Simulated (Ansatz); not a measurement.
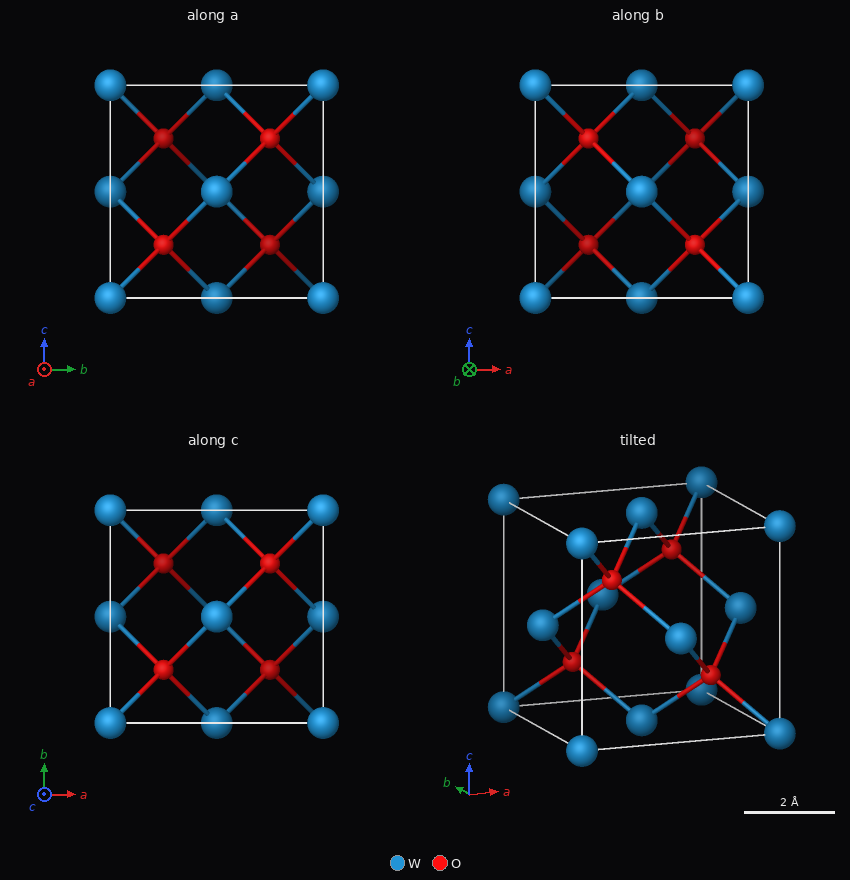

The image is a ball-and-stick drawing of a crystal, viewed along the a axis, along the b axis, along the c axis and slightly off an axis. Atoms at the boundary of the conventional unit cell (the box) are drawn once for each face, edge or corner they touch.

Lattice parameters: a = 4.7605 Å, b = 4.7605 Å, c = 4.7605 Å, α = 90.000°, β = 90.000°, γ = 90.000°.

Express the structure as a CIF in P1 with every atom of the cell.

Answer.
```cif
data_structure
_symmetry_space_group_name_H-M 'P 1'
_symmetry_Int_Tables_number 1
_cell_length_a 4.7605
_cell_length_b 4.7605
_cell_length_c 4.7605
_cell_angle_alpha 90.000
_cell_angle_beta 90.000
_cell_angle_gamma 90.000
_cell_volume 107.89
loop_
_atom_site_label
_atom_site_type_symbol
_atom_site_fract_x
_atom_site_fract_y
_atom_site_fract_z
_atom_site_occupancy
W1 W 0.0000 0.0000 0.0000 1
O1 O 0.2500 0.2500 0.7500 1
W2 W 0.0000 0.5000 0.5000 1
O2 O 0.2500 0.7500 0.2500 1
W3 W 0.5000 0.0000 0.5000 1
O3 O 0.7500 0.2500 0.2500 1
W4 W 0.5000 0.5000 0.0000 1
O4 O 0.7500 0.7500 0.7500 1
```

Origin of the cell: a structure type filled with these elements by a generator (whether the compound takes this form wasn't checked). Earlier steps of the study may have refined or changed the cell and positions. It went into a calculation with Ansatz.

At this level of theory the cell isn't at rest (compressed, at 19 GPa), so its distances can differ from those at equilibrium, the more so the softer the solid.
